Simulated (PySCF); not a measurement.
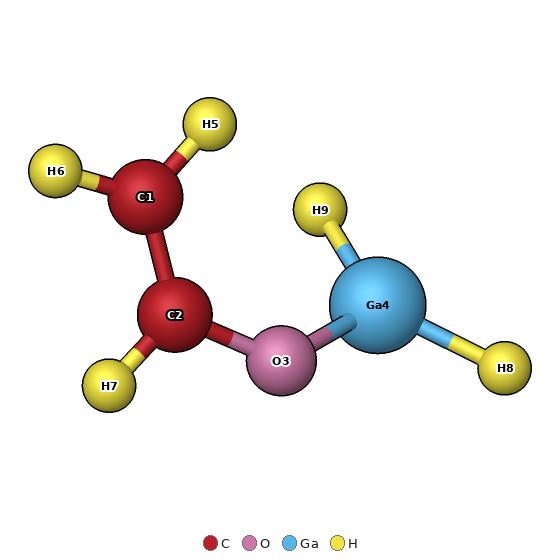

Structure of C₂H₅GaO, SMILES C=C[O][GaH2], singlet.

Kohn-Sham orbital energies near the frontier, B3LYP/def2-SVPD with PySCF 2.14.0, at a PBE0-D3(BJ)/def2-SVP geometry (no frequency check), isolated molecule; empty levels in grey, levels within 0.03 eV side by side.

Question: Where do the frontier orbitals lie?

Answer: HOMO at −6.46 eV, LUMO at −1.85 eV, 4.61 eV apart.

Question: List the levels with the atoms that carry most of them (a dash for levels above zero or within 0.03 eV of another, where shares mean little).

Answer:
| orbital | energy (eV) | Löwdin shares |
| --- | --- | --- |
| LUMO+1 | −0.06 | Ga4 40 %, H9/H8 20 % each |
| LUMO | −1.85 | Ga4 61 %, O3 14 %, H8/H9 10 % each |
| HOMO | −6.46 | C1 38 %, C2 26 %, O3 23 % |
| HOMO−1 | −8.37 | O3 52 %, Ga4 13 %, C2 11 % |
| HOMO−2 | −8.92 | Ga4 33 %, H8 27 %, H9 17 % |

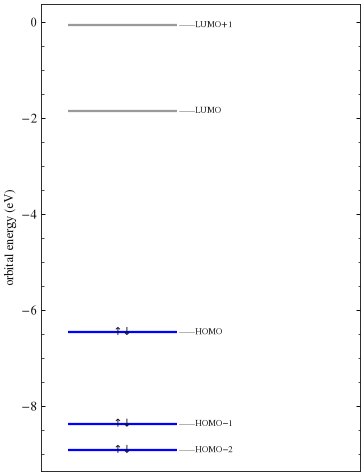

Caveats: one conformer of a flexible molecule; empty levels above zero depend strongly on the basis.
